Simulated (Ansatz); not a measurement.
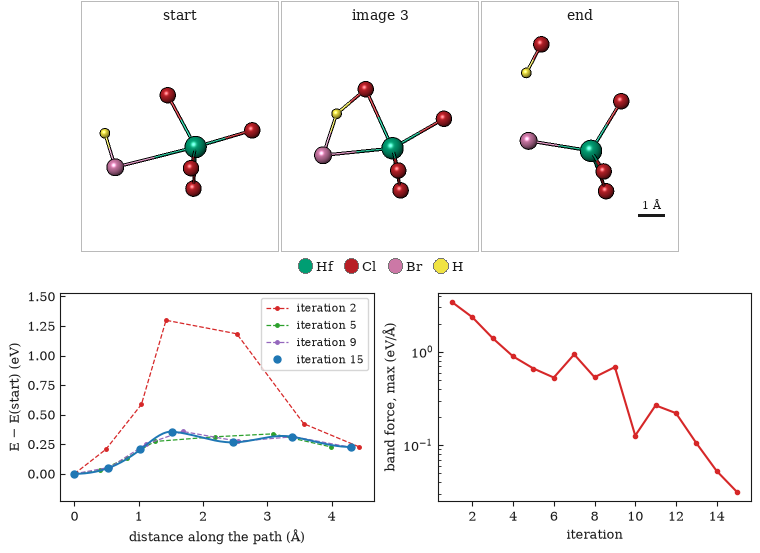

A nudged-elastic-band calculation for HfHBrCl₄. Images are numbered from 0 (start) to 6 (end). The plot follows the band through its iterations. Style: ball-and-stick. Shown at a tilt.

Method: Ansatz 0.2.0, RKS PBE0-D4/def2-SVP. Settings: 5 movable images; climbing image; force threshold 0.05 eV/Å; iteration limit 60; spring constant 0.1 eV/Å²; starting path through a guess of the saddle point.

> Judge this run.

The run is converged, with reservations. The band converged in 15 iterations. The largest component of the band force went from 3.4 to 0.032 eV/Å. The climbing image converged on the top of the path. Its curvatures weren't checked. The spring constant is far from the usual few eV/Å², which spoils the spacing or the steps. The first iteration put the highest image at 2.67 eV. The highest point, image 3, lies 0.36 eV above the start and 0.13 eV above the end; the end is at +0.23 eV relative to the start. The profile has 2 maxima (images 3, 5) with a dip at image 4 (+0.27 eV), so the process runs in steps.

Cost: 3.5 min on 4 threads of Intel(R) Xeon(R) 6975P-C (Granite Rapids), on a shared host, peak memory 0.51 GiB.
